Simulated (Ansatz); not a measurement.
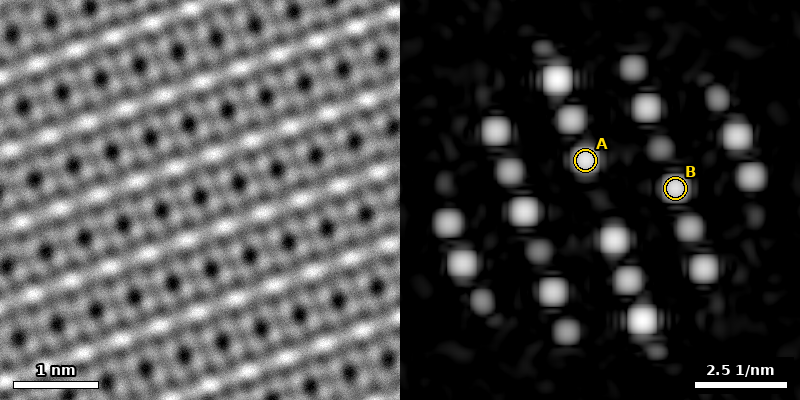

HRTEM-like image of a crystal. Simulated in the weak-phase-object approximation with neutral-atom potentials: 200 kV, Cs = 1.00 mm, defocus −601 Å (negative is underfocus), defocus spread 20 Å, aperture 0.43 1/Å. Shot noise was added.

The right panel is the modulus of the image's Fourier transform on a logarithmic scale.

Which lattice spacings do the marked spots stand for, and what angle do A and B enclose?

A: 8.6 Å, B: 4.8 Å; A and B enclose about 101°.

The crystal is Al7Au2S3 (R-3m, No. 166) along [100]; the spots are (003) and (0 1 -1). Structure used: the geometry relaxed with DFT, PAW plane waves, pbe (Ansatz); the starting structure was generated, so it need not be a known form of this composition.
